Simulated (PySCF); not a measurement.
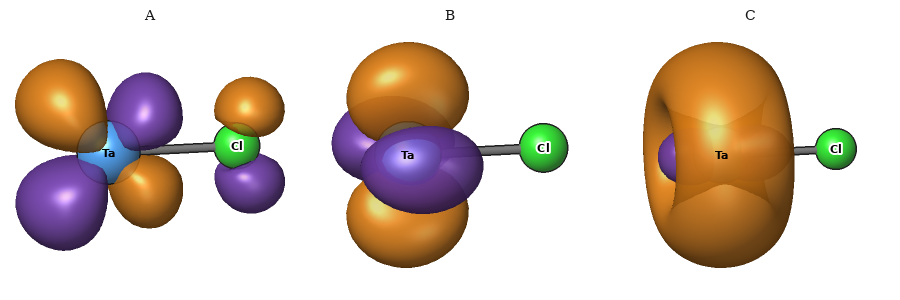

Figure 1: TaCl (charge +1, quartet). Three frontier α-spin orbitals, each drawn at the value that holds 80 % of its norm (orange and purple are the two phases), in no order; of a degenerate pair one member is drawn.

Core potentials replace the inner electrons of Ta.

Theory: PBE0/def2-TZVPPD, non-relativistic Hamiltonian with scalar-relativistic core potentials where named, at a bond length of 2.165 Å in PySCF 2.14.0.

Q: Name the orbitals and rank them from lowest to highest energy.

A: Orbital C: σ, occupied in this spin, −12.63 eV; almost wholly on Ta.
Orbital B: δ, occupied in this spin, −12.14 eV; almost wholly on Ta.
Orbital A: π, empty in this spin, −9.01 eV; mainly on Ta (85 %).
